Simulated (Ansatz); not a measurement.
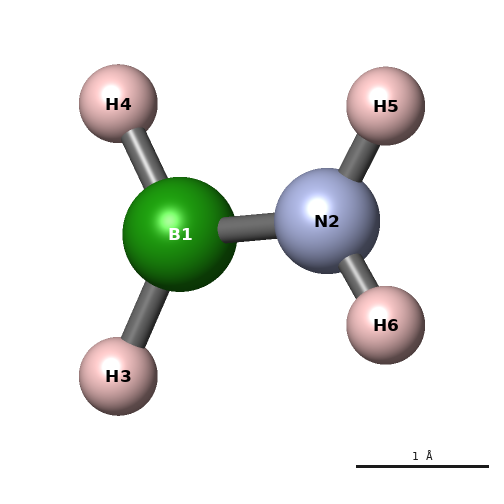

Numbered structure. The computed structure is the end point of a PBE0-D4/def2-TZVP optimisation.

Which atoms are bonded, and how long are the bonds?

```tsv
bond	length (Å)
B1–N2	1.385
B1–H3	1.197
B1–H4	1.197
N2–H5	1.006
N2–H6	1.006
```
